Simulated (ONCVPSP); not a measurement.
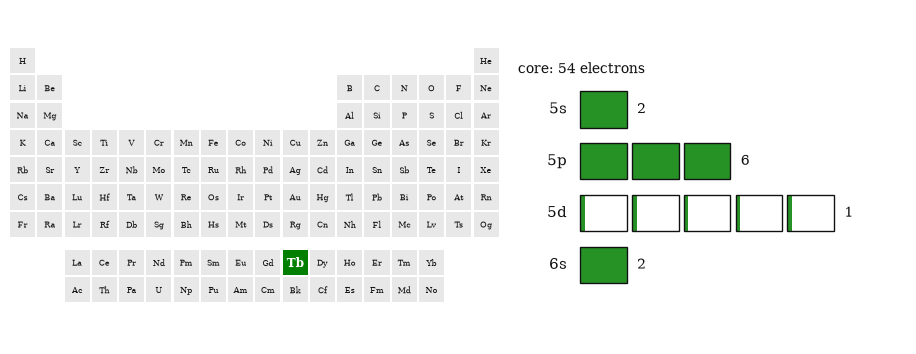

*Left, the place of terbium in the periodic table; right, the valence shells of the reference configuration: a box for each of the 2l + 1 orbitals, shaded by the share of the shell that is filled, with the electron count at the right.*

## Run report: Tb, pseudopotential generation

- system: terbium (Tb, Z = 65), core [Kr] 4d10 4f8, reference valence 5s2 5p6 5d1 6s2, valence charge 11.
- method: ONCV potential, LDA (Perdew-Wang 92), scalar-relativistic, made with ONCVPSP 4.0.1

## The input
```
# ATOM AND REFERENCE CONFIGURATION
# atsym  z   nc   nv     iexc    psfile
  Tb 65.00   10    4  -001012      upf
#
#   n    l    f
    1    0    2.00
    2    0    2.00
    2    1    6.00
    3    0    2.00
    3    1    6.00
    3    2   10.00
    4    0    2.00
    4    1    6.00
    4    2   10.00
    4    3    8.00
    5    0    2.00
    5    1    6.00
    5    2    1.00
    6    0    2.00
#
# PSEUDOPOTENTIAL AND OPTIMIZATION
# lmax
    2
#
#   l,   rc,      ep,       ncon, nbas, qcut
    0    2.30    0.00    4    9    4.40
    1    1.75    0.00    5    9    4.40
    2    2.65    0.00    3    7    6.10
#
# LOCAL POTENTIAL
# lloc, lpopt,  rc(5),   dvloc0
    4    2    1.35    2.00
#
# VANDERBILT-KLEINMAN-BYLANDER PROJECTORs
# l, nproj, debl
    0    2    2.30
    1    2    0.50
    2    2    1.90
#
# MODEL CORE CHARGE
# icmod, fcfact, rcfact
    0    0.00    0.00
#
# LOG DERIVATIVE ANALYSIS
# epsh1, epsh2, depsh
   -3.00    5.00    0.02
#
# OUTPUT GRID
# rlmax, drl
    6.00    0.01
#
# TEST CONFIGURATIONS
# ncnf
    4
# nvcnf
#   n    l    f
    4
    5    0    2.00
    5    1    6.00
    5    2    1.00
    6    0    1.00
#
    4
    5    0    2.00
    5    1    6.00
    5    2    1.00
    6    0    0.00
#
    4
    5    0    2.00
    5    1    6.00
    5    2    0.00
    6    0    0.00
#
    5
    5    0    2.00
    5    1    6.00
    5    2    0.00
    6    0    2.00
    6    1    1.00
#
```

Hardware: 1 CPU thread, shared host.

Command:
```bash
oncvpsp.x < Tb.dat > Tb.out
```

## Output (extracts)
```
ONCVPSP  (Optimized Norm-Conservinng Vanderbilt PSeudopotential)
scalar-relativistic version 4.0.1

#   n    l    f        energy (Ha)
    1    0    2.00    -1.9043596E+03
    2    0    2.00    -3.1593716E+02
    2    1    6.00    -2.8087861E+02
    3    0    2.00    -7.0280111E+01
    3    1    6.00    -5.9469376E+01
    3    2   10.00    -4.5353160E+01
    4    0    2.00    -1.4112062E+01
    4    1    6.00    -1.0545788E+01
    4    2   10.00    -5.6494295E+00
    4    3    8.00    -3.3710807E-01
    5    0    2.00    -1.8891795E+00
    5    1    6.00    -1.0287851E+00
    5    2    1.00    -9.4976609E-02
    6    0    2.00    -1.5941602E-01

Reference configufation results
  iterations    31
  all-electron total energy (Ha)   -1.17010641D+04

Begin loop to  construct optimized pseudo wave functions
and semi-local pseudopoentials for all angular momenta

Calculating optimized projector #   1

 for l=   0

    Fraction of norm inside rc  0.973993
    Optimizing pswf for qcut=   4.40 a_B^-1,  ecut=   9.67 Ha
    Residual kinetic energy error=  3.45D-05 Ha

    Energy error per electron        Cutoff
         Ha          eV             Ha
         0.01000     0.27211        2.98
         0.00100     0.02721        4.55
         0.00010     0.00272        8.66
         0.00001     0.00027       29.60

Calculating optimized projector #   2

 for l=   0

    Fraction of norm inside rc  0.088923
    Optimizing pswf for qcut=   4.40 a_B^-1,  ecut=   9.67 Ha
    Residual kinetic energy error=  7.14D-05 Ha

    Energy error per electron        Cutoff
         Ha          eV             Ha
         0.01000     0.27211        2.50
         0.00100     0.02721        6.16
         0.00010     0.00272        9.35
         0.00001     0.00027       33.08

WARNING wellstate: negative energy specified for n= 6 l=  1
WARNING scattering state with energy  0.25000000
WARNING will be used for the first projector

   Wellstate for l =  1  n =  6
     eigenvalue =   0.2500
     asymptotic potential =   0.7500
     half-point radius =  4.1623

Calculating optimized projector #   1

 for l=   1

    Fraction of norm inside rc  0.697437
    Optimizing pswf for qcut=   4.40 a_B^-1,  ecut=   9.70 Ha
    Residual kinetic energy error=  8.27D-03 Ha

    Energy error per electron        Cutoff
         Ha          eV             Ha
         0.01000     0.27211        7.39
         0.00100     0.02721       66.23
         0.00010     0.00272       84.01
         0.00001     0.00027       93.20

Calculating optimized projector #   2

 for l=   1

    Fraction of norm inside rc  0.097999
    Optimizing pswf for qcut=   4.40 a_B^-1,  ecut=   9.70 Ha
    Residual kinetic energy error=  3.02D-03 Ha

    Energy error per electron        Cutoff
         Ha          eV             Ha
         0.01000     0.27211        5.16
         0.00100     0.02721       13.96
         0.00010     0.00272       45.40
         0.00001     0.00027       98.31

   Wellstate for l =  2  n =  7
     eigenvalue =   1.8050
     asymptotic potential =   2.3050
     half-point radius =  4.4532

Calculating optimized projector #   1

 for l=   2

    Fraction of norm inside rc  0.542500
    Optimizing pswf for qcut=   6.09 a_B^-1,  ecut=  18.56 Ha
    Residual kinetic energy error=  1.56D-09 Ha

    Energy error per electron        Cutoff
         Ha          eV             Ha
         0.01000     0.27211        6.31
         0.00100     0.02721        8.90
         0.00010     0.00272       11.20
         0.00001     0.00027       13.14

Calculating optimized projector #   2

 for l=   2

    Fraction of norm inside rc  0.228260
    Optimizing pswf for qcut=   6.09 a_B^-1,  ecut=  18.56 Ha
    Residual kinetic energy error=  5.49D-09 Ha

    Energy error per electron        Cutoff
         Ha          eV             Ha
         0.01000     0.27211        8.24
         0.00100     0.02721       10.60
         0.00010     0.00272       12.34
         0.00001     0.00027       13.42

Construct Vanderbilt / Kleinmman-Bylander projectors

B matrix Hermiticity error, ll=   0
   1   2    1.5120E-04

  Orthonormal projector coefficients  3.0555E+00  1.0430E+00

B matrix Hermiticity error, ll=   1
   1   2    1.4044E-04

  Orthonormal projector coefficients  9.9348E+00  2.0918E+00

B matrix Hermiticity error, ll=   2
   1   2   -1.0723E-04

  Orthonormal projector coefficients  1.2749E+00  4.2528E-01

Pseudoatom total energy  -37.794209

Diagnostic tests using Vanderbilt-Kleinman-Bylander pseudopotentials
  1 or more projectors used as specified by nproj input data

   l    rcore       rmatch      e in        delta e   norm test  slope test

   0   2.3046236   2.3745970  -1.8891795   0.0000011   1.0001457   1.0001348
   0   2.3046236   2.3745970  -0.1594160   0.0000010   1.0000216   1.0000176

   1   1.7502210   1.8033615  -1.0287851  -0.0000059   1.0001061   1.0001220
   1   1.7502210   1.8033615   0.2500000   0.0000022   1.0002778   1.0002778

   2   2.6604282   2.7412046  -0.0949766  -0.0000004   1.0000254   1.0000216
   2   2.6604282   2.7412046   1.8050234   0.0000238   1.0001291   1.0001291

 Testing for bound ghosts
   n   l    E NL Schr. Eq   E Basis Diag.   E Cutoff

   1   0       -1.889178       -1.889175     66.18
   2   0       -0.159415       -0.141556     66.18

   2   1       -1.028791       -1.028637    129.00

   3   2       -0.094977       -0.092625     36.41

 Testing for highly-localized positive-energy ghosts
       l    <radius>/rc     E Basis Diag.   E Cutoff

Test configuration 0

   n   l     f        eae           eps        diff
   1   0  2.0000-1904.35955501
   2   0  2.0000 -315.93716026
   2   1  6.0000 -280.87860923
   3   0  2.0000  -70.28011097
   3   1  6.0000  -59.46937609
   3   2 10.0000  -45.35315992
   4   0  2.0000  -14.11206179
   4   1  6.0000  -10.54578802
   4   2 10.0000   -5.64942955
   4   3  8.0000   -0.33710807
   5   0  2.0000   -1.88917951   -1.88917839    1.11D-06
   5   1  6.0000   -1.02878512   -1.02879103   -5.91D-06
   5   2  1.0000   -0.09497661   -0.09497700   -3.90D-07
   6   0  2.0000   -0.15941602   -0.15941501    1.01D-06

    Total energies and differences
      AE_ref= -1.17010641D+04  AE_tst= -1.17010641D+04  dif=  0.00D+00
      PS_ref= -3.77942085D+01  PS_tst= -3.77942085D+01  dif=  2.84D-14
      PSP excitation error= -2.84D-14

Test configuration 1

   n   l     f        eae           eps        diff
   1   0  2.0000-1904.59946181
   2   0  2.0000 -316.17590929
   2   1  6.0000 -281.11743313
   3   0  2.0000  -70.51847222
   3   1  6.0000  -59.70774579
   3   2 10.0000  -45.59152146
   4   0  2.0000  -14.35055349
   4   1  6.0000  -10.78431415
   4   2 10.0000   -5.88796879
   4   3  8.0000   -0.57548743
   5   0  2.0000   -2.12774736   -2.13017319   -2.43D-03
   5   1  6.0000   -1.26670844   -1.26802410   -1.32D-03
   5   2  1.0000   -0.31558511   -0.31576519   -1.80D-04
   6   0  1.0000   -0.35554406   -0.35546200    8.21D-05

    Total energies and differences
      AE_ref= -1.17010641D+04  AE_tst= -1.17008087D+04  dif=  2.55D-01
      PS_ref= -3.77942085D+01  PS_tst= -3.75388399D+01  dif=  2.55D-01
      PSP excitation error= -3.35D-05

Test configuration 2

   n   l     f        eae           eps        diff
   1   0  2.0000-1904.87959254
   2   0  2.0000 -316.45426318
   2   1  6.0000 -281.39591253
   3   0  2.0000  -70.79589295
   3   1  6.0000  -59.98518408
   3   2 10.0000  -45.86899674
   4   0  2.0000  -14.62820123
   4   1  6.0000  -11.06204105
   4   2 10.0000   -6.16575695
   4   3  8.0000   -0.85287504
   5   0  2.0000   -2.40528143   -2.41209055   -6.81D-03
   5   1  6.0000   -1.54231296   -1.54604318   -3.73D-03
   5   2  1.0000   -0.56652334   -0.56698967   -4.66D-04

    Total energies and differences
      AE_ref= -1.17010641D+04  AE_tst= -1.17003480D+04  dif=  7.16D-01
      PS_ref= -3.77942085D+01  PS_tst= -3.70782259D+01  dif=  7.16D-01
      PSP excitation error=  1.03D-04

Test configuration 3

psatom: WARNING lschvkbb convergence error n,l,iter=   3   2   4
ea(ii),et,emin,emax -1.030936E-01 -1.134030E-01 -1.134030E-01 -1.134030E-01
run_config: WARNING for fully non-local PS atom, stg. 1
 WARNING no output for configuration 4

Test configuration 4

   n   l     f        eae           eps        diff
   1   0  2.0000-1904.47738862
   2   0  2.0000 -316.05784055
   2   1  6.0000 -280.99917580
   3   0  2.0000  -70.39870880
   3   1  6.0000  -59.58799291
   3   2 10.0000  -45.47224325
   4   0  2.0000  -14.23125377
   4   1  6.0000  -10.66524480
   4   2 10.0000   -5.76939787
   4   3  8.0000   -0.45671801
   5   0  2.0000   -2.00942655   -2.01267760   -3.25D-03
   5   1  6.0000   -1.14336529   -1.14610029   -2.73D-03
   6   0  2.0000   -0.20868866   -0.20891379   -2.25D-04
   6   1  1.0000   -0.08262393   -0.08276095   -1.37D-04

    Total energies and differences
      AE_ref= -1.17010641D+04  AE_tst= -1.17009970D+04  dif=  6.70D-02
      PS_ref= -3.77942085D+01  PS_tst= -3.77268589D+01  dif=  6.73D-02
      PSP excitation error= -3.00D-04
```

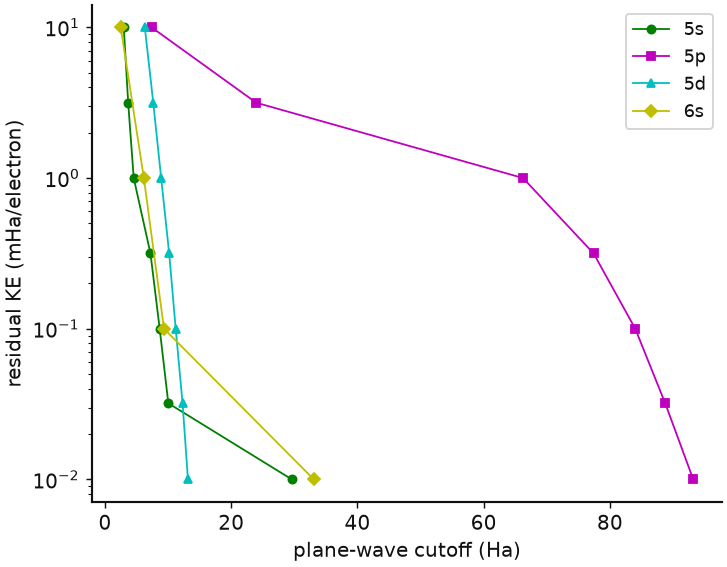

*Residual kinetic energy of the pseudo-waves (the first of each channel, and further valence shells) beyond the plane-wave cutoff, as the generator prints it.*

- Cutoffs for the occupied states: 66 Ha for 1 mHa and 84 Ha for 0.1 mHa per electron. The first is set by 5p.
- Hardest wave at 1 mHa per electron: 5p, with rc = 1.75 bohr and qcut = 4.4 1/bohr. The optimisation minimises, but can't always remove, the kinetic energy above qcut²/2 = 9.7 Ha, and a larger rc would as a rule soften the wave at some cost in transferability.
- Cutoffs for 1 mHa per electron: 5p: 66 Ha; 5d: 8.9 Ha; 6s: 6.2 Ha; 5s: 4.6 Ha.

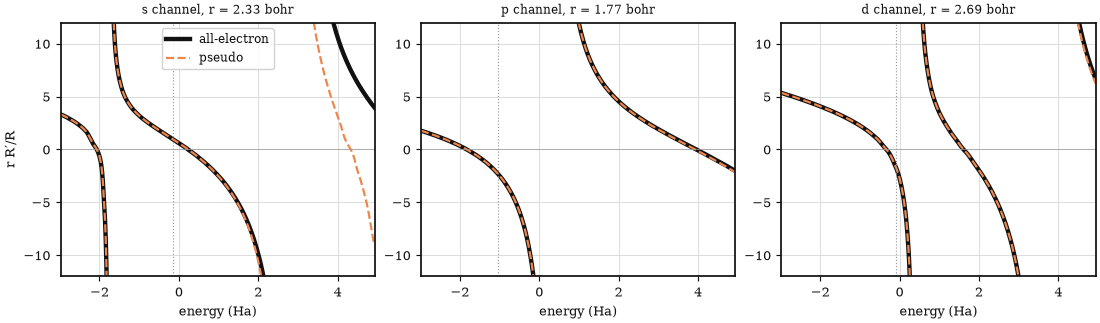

*Logarithmic derivatives r R′/R at the test radius against energy, all-electron atom (solid) and pseudo-atom (dashed). Here R(r) is the radial function. The dotted line marks the reference energy of the channel. Not drawn: f: not judged.*

- Zeros of the logarithmic derivative: s: all-electron -2.1 and 0.2 Ha, pseudo -2.1, 0.2 and 4.3 Ha; p: all-electron -1.8 and 4.0 Ha, pseudo -1.8 and 3.9 Ha; d: all-electron -0.3 and 1.6 Ha, pseudo -0.3 and 1.6 Ha.
- Poles, where the radial function vanishes at the test radius: s: all-electron at -1.8 and 2.9 Ha, pseudo at -1.8 and 2.8 Ha; p: all-electron at 0.3 Ha, pseudo at 0.3 Ha; d: all-electron at 0.4 and 3.7 Ha, pseudo at 0.4 and 3.7 Ha.

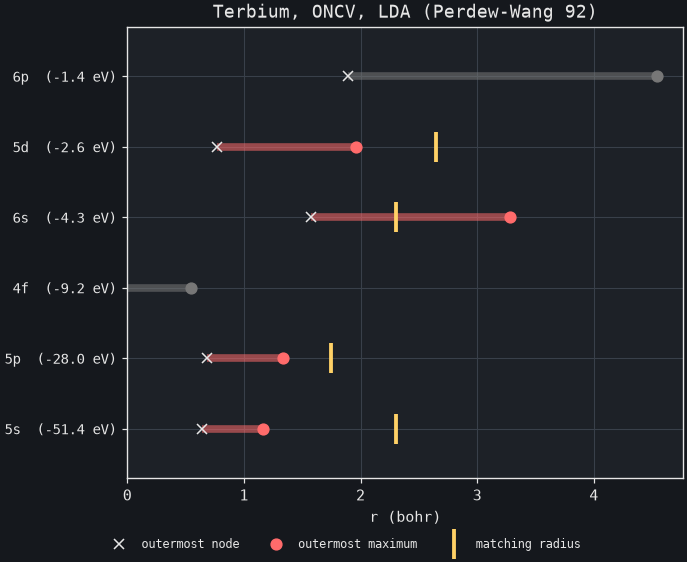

*Outer shells of the all-electron reference atom: each bar runs from the outermost node (or the nucleus) to the outermost maximum of u(r); the tick is the radius chosen for the pseudo-wave. Shells without a tick have no pseudo-wave of their own. Levels, nodes and maxima are from ld1.x, scalar-relativistic.*

- Radii against the shells: 5s: 2.30 bohr, outside the maximum; 5p: 1.75 bohr, outside the maximum; 6s: 2.30 bohr, between node and maximum; 5d: 2.65 bohr, outside the maximum.

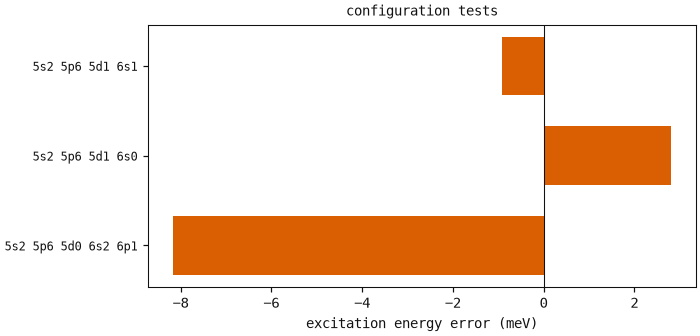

*Errors, all-electron minus pseudo, of the energies of valence configurations relative to the unpolarised reference 5s2 5p6 5d1 6s2. Not all tests gave a result: 1 of 4 tests not solved.*

- Worst configuration: 5s2 5p6 5d0 6s2 6p1 (neutral): the error is -8.2 meV on an all-electron energy of +1.82 eV relative to the reference, or 0.45 %.
- Errors in meV: 5s2 5p6 5d1 6s1: -0.9; 5s2 5p6 5d1 6s0: +2.8; 5s2 5p6 5d0 6s2 6p1: -8.2.
- Configurations within 10 meV and within 50 meV: 3 and 3 of 3.

## Key numbers

- outcome: generated
- cutoffs needed: 66 Ha and 84 Ha (the cutoffs at which the residual kinetic energy of the hardest occupied pseudo-wave falls to 1 and 0.1 mHa per electron)
- ghost test: no bound ghost flagged; no localised positive-energy state flagged
- configuration tests: 1 of 4 tests not solved
- largest excitation error among the tests solved: -8.2 meV (all-electron minus pseudo) for 5s2 5p6 5d0 6s2 6p1
- range over which the phases arctan(r R′/R) at the test radius agree within 0.05 rad (a looser test near the poles than one of phase shifts): s: up to about 3.5 Ha; p: up to about 3.9 Ha; d: over the whole range computed; f: not judged, local potential alone
- wall time: 5.2 s

## Notes

The scattering phases part by more than π/2 and stay apart in s from about 4.3 Ha: a level there is either far displaced or one that only the pseudo-atom has. Warnings of the program, in the generation or the tests: wellstate: negative energy specified for n= 6 l= 1; psatom: WARNING lschvkbb convergence error n,l,iter= 3 2 4. The open f shell is frozen into the core, so the potential fits one valence alone and carries no f magnetism.
